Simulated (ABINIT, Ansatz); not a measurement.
# Quasiparticle gap of Sr2H6Os (Fm-3m) in ABINIT, part 3 of 3

How does a plane-wave GW calculation on Sr2H6Os (Fm-3m) run from the first input to the gap?

ABINIT 10.8.3; PBEsol and many-body steps on it, plane waves. Known limits of the many-body steps: not at the basis limit; no spin polarisation; d states lean on the start; no spin-orbit coupling; coarse k mesh.

So far. Step 4 (Empty states on the mesh, 2×2×2 mesh, 221 bands): On this mesh the gap is 2.319 eV. Step 5 (Screening, 2×2×2 mesh, 201 bands, screening to 176.9 eV): Local fields lower ε∞ by 18 %. On a Γ-centred mesh this coarse the value itself is usually too large, while a short band sum pulls it down.

### 6. Self-energy, 2×2×2 mesh, 201 bands, screening to 176.9 eV

The self-energy is evaluated for the states that the input lists, and the levels follow from it, in one-shot runs by the linearised quasiparticle equation.

This step: G0W0 on PBEsol, plane waves, norm-conserving pseudopotentials.

run.abi reads:

```
acell 3*1.0 Angstrom
rprim 
  -0.000000000000 3.812277830000 3.812277830000
  3.812277830000 -0.000000000000 3.812277830000
  3.812277830000 3.812277830000 0.000000000000
ntypat 3
znucl 38 1 76
natom 9
typat 1 1 2 2 2 2 2 2 3
xred 
  0.750000000000 0.750000000000 0.750000000000
  0.250000000000 0.250000000000 0.250000000000
  0.773847590000 0.773847590000 0.226152410000
  0.226152410000 0.773847590000 0.226152410000
  0.773847590000 0.226152410000 0.226152410000
  0.226152410000 0.226152410000 0.773847590000
  0.773847590000 0.226152410000 0.773847590000
  0.226152410000 0.773847590000 0.773847590000
  0.000000000000 0.000000000000 0.000000000000
pp_dirpath "pseudos"
pseudos "Sr.upf, H.upf, Os.upf"
ecut 33
ngkpt 2 2 2
nshiftk 1
shiftk 0 0 0
kptopt 1
chksymbreak 0
istwfk *1
occopt 1
irdwfk 1
optdriver 4
nband 201
gwcalctyp 0
ecutsigx 33
symsigma 1
nkptgw 2
kptgw 
  0.0000000000 0.0000000000 0.0000000000
  0.5000000000 0.5000000000 0.0000000000
bdgw 
  19 24
  20 23
ecuteps 6.5
irdscr 1
ppmodel 1
indata_prefix "in"
outdata_prefix "out"
tmpdata_prefix "tmp"
```

On the command line:

```sh
$ OMP_NUM_THREADS=1 mpirun -n 4 abinit run.abi > log
```

Numbers of over 12 decimals in the logs are rounded to 6 here.

What it wrote:

```text
.Version 10.8.3 of ABINIT. v10.8.2 released Aug 2026.

 Symmetries : space group Fm -3 m (#225); Bravais cF (face-center cubic)
[... echo of the input left out ...]
== DATASET  1 ==================================================================
-   mpi_nproc: 4, omp_nthreads: 1 (-1 if OMP is not activated)

--- !DatasetInfo
iteration_state: {dtset: 1, }
dimensions: {natom: 9, nkpt: 3, mband: 201, nsppol: 1, nspinor: 1, nspden: 1, mpw: 6855, }
cutoff_energies: {ecut:  33.0, pawecutdg:  -1.0, }
electrons: {nelect:   4.20000000E+01, charge:   0.00000000E+00, occopt:   1.00000000E+00, tsmear:   1.00000000E-02, }

 SIGMA: Calculation of the GW corrections

 Based on a program developped by R.W. Godby, V. Olevano, G. Onida, and L. Reining.
 Incorporated in ABINIT by V. Olevano, G.-M. Rignanese, and M. Torrent.
.Using double precision arithmetic ; gwpc =  8

[... cell and pseudopotentials left out ...]
--------------------------------------------------------------------------------

 ==== K-mesh for the wavefunctions ====
 Number of points in the irreducible wedge :     3
[... list of points left out ...]
 Together with 48 symmetry operations and time-reversal symmetry
 yields     8 points in the full Brillouin Zone.

 ==== Q-mesh for screening function ====
 Number of points in the irreducible wedge :     3
[... list of points left out ...]
 Together with 48 symmetry operations and time-reversal symmetry
 yields     8 points in the full Brillouin Zone.

 vcoul_init : cutoff-mode = AUXILIARY_FUNCTION
 q-points for optical limit:   1
     1)      0.000010    0.000020    0.000030
 setmesh: FFT mesh size selected  =    54x   54x   54
          total number of points  =       157464

 Number of electrons calculated from density =   42.0000; Expected =   42.0000
 average of density, n =  0.056165
 r_s =    1.6199
 omega_plasma =   22.8607 [eV]

 === KS Band Gaps ===
  >>>> For spin  1
   Minimum direct gap =   2.3825 [eV], located at k-point      :   0.5000  0.5000  0.0000
   Fundamental gap    =   2.3194 [eV], Top of valence bands at :   0.0000  0.0000  0.0000
                                       Bottom of conduction at :   0.5000  0.5000  0.0000
 SIGMA fundamental parameters:
 PLASMON POLE MODEL  1
 number of plane-waves for SigmaX                 6855
 number of plane-waves for SigmaC and W            609
 number of plane-waves for wavefunctions          6855
 number of bands                                   201
 number of independent spin polarizations            1
 number of spinorial components                      1
 number of k-points in IBZ                           3
 number of q-points in IBZ                           3
 number of symmetry operations                      48
 number of k-points in BZ                            8
 number of q-points in BZ                            8
 number of frequencies for dSigma/dE                 9
 frequency step for dSigma/dE [eV]                0.25
 number of omega for Sigma on real axis              0
 max omega for Sigma on real axis  [eV]           0.00
 zcut for avoiding poles [eV]                     0.10

 EPSILON^-1 parameters (SCR file):
 dimension of the eps^-1 matrix on file            609
 dimension of the eps^-1 matrix used               609
 number of plane-waves for wavefunctions          6855
 number of bands                                   201
 number of q-points in IBZ                           3
 number of frequencies                               2
 number of real frequencies                          1
 number of imag frequencies                          1

 matrix elements of self-energy operator (all in [eV])

 Perturbative Calculation

--- !SelfEnergy_ee
iteration_state: {dtset: 1, }
kpoint     : [   0.000,    0.000,    0.000, ]
spin       : 1
KS_gap     :    3.883
QP_gap     :    4.730
Delta_QP_KS:    0.847
data: !SigmaeeData |
     Band     E0 <VxcDFT>   SigX SigC(E0)      Z dSigC/dE  Sig(E)    E-E0       E
       19   5.036 -16.892 -19.628   2.702   0.789  -0.267 -16.919  -0.027   5.009
       20   5.036 -16.892 -19.628   2.702   0.789  -0.267 -16.919  -0.027   5.009
       21   5.036 -16.892 -19.628   2.702   0.789  -0.267 -16.919  -0.027   5.009
       22   8.920  -8.754  -4.160  -3.621   0.842  -0.187  -7.935   0.820   9.739
       23   9.060 -12.841  -7.177  -3.940   0.824  -0.214 -11.421   1.420  10.480
       24   9.060 -12.841  -7.177  -3.940   0.824  -0.214 -11.421   1.420  10.480

--- !SelfEnergy_ee
iteration_state: {dtset: 1, }
kpoint     : [   0.500,    0.500,    0.000, ]
spin       : 1
KS_gap     :    2.382
QP_gap     :    3.552
Delta_QP_KS:    1.170
data: !SigmaeeData |
     Band     E0 <VxcDFT>   SigX SigC(E0)      Z dSigC/dE  Sig(E)    E-E0       E
       20   4.973 -16.775 -19.449   2.672   0.789  -0.268 -16.777  -0.001   4.972
       21   4.973 -16.775 -19.449   2.672   0.789  -0.268 -16.777  -0.001   4.972
       22   7.355 -12.473  -7.761  -3.303   0.829  -0.206 -11.305   1.168   8.524
       23   8.369  -9.944  -4.811  -3.811   0.839  -0.192  -8.835   1.109   9.477

== END DATASET(S) ==============================================================
================================================================================

 -outvars: echo values of variables after computation  --------
           etotal      0.0000000000E+00
            nband         201
             nkpt           3
          spgroup         225
 [... the other variables as echoed above ...]

 Calculation completed.
```

Run time: 29 s. Hardware: 4 MPI ranks of Arm Neoverse V2, shared host; peak memory 1.5 GiB.

Numbers from this step:

| Property | Result |
| --- | --- |
| G0W0 gap on the points computed | 3.515 eV |
| starting gap on the mesh | 2.319 eV |
| k of the valence top | 0, 0, 0 |
| k of the conduction bottom | 0.5, 0.5, 0 |
| Z at the valence top | 0.789 |
| Z at the conduction bottom | 0.829 |
| least direct G0W0 gap on the computed points | 3.552 eV |

The gap on the mesh goes from 2.32 eV to 3.51 eV, a correction of +1.20 eV.

Limits: finite bands, cutoff and mesh; no spin polarisation; d states lean on the start; no spin-orbit coupling; coarse k mesh. v1 is the top filled band, c1 the lowest empty one. The levels before and after the correction (eV, zero at the valence-band top of each column):

|  | conduction bottom | valence top |
| --- | --- | --- |
| Kohn-Sham | 2.32 | 0.00 |
| G0W0 | 3.52 | 0.00 |

|  | level | energy (eV) |
| --- | --- | --- |
| Kohn-Sham | Γ v3-v1 | 0.000 |
| Kohn-Sham | Γ c1 | 3.884 |
| Kohn-Sham | Γ c2-c3 | 4.024 |
| Kohn-Sham | (0.5 0.5 0) v2-v1 | -0.063 |
| Kohn-Sham | (0.5 0.5 0) c1 | 2.320 |
| Kohn-Sham | (0.5 0.5 0) c2 | 3.333 |
| G0W0 | Γ v3-v1 | 0.000 |
| G0W0 | Γ c1 | 4.730 |
| G0W0 | Γ c2-c3 | 5.471 |
| G0W0 | (0.5 0.5 0) v2-v1 | -0.037 |
| G0W0 | (0.5 0.5 0) c1 | 3.515 |
| G0W0 | (0.5 0.5 0) c2 | 4.468 |

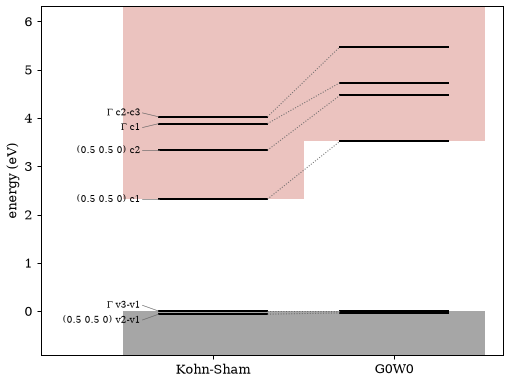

Levels before and after the correction. Shaded: valence and conduction bands.

### 7. Where the time went

Times are wall times on 4 MPI ranks of Arm Neoverse V2, shared host, good to a factor of about two.

| step | time | share | memory (GiB) |
| --- | --- | --- | --- |
| ground state | 41 s | 21 % | 0.43 |
| bands along the symmetry lines | 33 s | 17 % | 0.38 |
| empty states on the mesh | 61 s | 31 % | 0.42 |
| screening | 34 s | 17 % | 1.7 |
| self-energy | 29 s | 15 % | 1.5 |

### 8. What came out

```yaml
pbesol_gap: 2.32 eV, indirect
g0w0_gap_on_the_mesh: 3.51 eV
gw_settings: 2×2×2 mesh, 201 bands, screening to 176.9 eV, Godby-Needs plasmon pole
known_limits: not at the basis limit; no spin polarisation; d states lean on the start; no spin-orbit coupling; coarse k mesh
```

What this shows: G0W0 moves the gap on the mesh from 2.32 eV to 3.51 eV (+1.20 eV), with Z of 0.79 and 0.83 at the edges. Local fields lower the RPA ε∞ on this mesh from 5.34 to 4.36; a Γ-centred mesh this coarse tends to raise both, most where the direct gap is narrow, while a short band sum lowers them. Only 2 of the mesh's irreducible points were corrected, so a valley elsewhere could overtake. Bands and cutoff are finite, so the gap is not at the basis limit. The miss can reach some tenths of an eV and take either sign; the mesh is an error of its own. In the G0W0 run levels were corrected at 2 k points alone, so a gap called «on the mesh» is the least over those, and an edge elsewhere would be missed. The 2×2×2 mesh is coarse for this cell, which bears on the long-range parts of exchange and screening. The runs have no spin polarisation. For a closed low-spin shell that is the natural state; where a d or f shell is open it is a constraint, and the gap is then not the crystal's own. With d states at the gap, one-shot GW leans hard on its start. The many-body steps are scalar-relativistic: spin-orbit coupling is not in them.

[Paths, hosts, dates, memory and timing lines, banners, echoed tables and standing remarks are left out of the program output.]

[Logs are printed without paths, hosts, clocks, repeated set-up lines and the standing remarks that a program may print on its own settings, such as how far it seeks lower states.]

[Runs of the session that timed out or met a known fault of the program may be left out.]

[Hosts, paths, dates, database ids (printed as entryN), source tags and the programs' standing remarks are cut or masked in the printed files.]

[G0W0 gaps are taken among the corrected bands and points alone; a level outside them can change the order at an edge.]

[Where Ansatz stands beside ABINIT at settings called matched, ABINIT's density can come from a denser mesh and the files from another edition; pairs whose starting gaps differed by over 0.03 eV were left out, so agreement reads better than it is.]
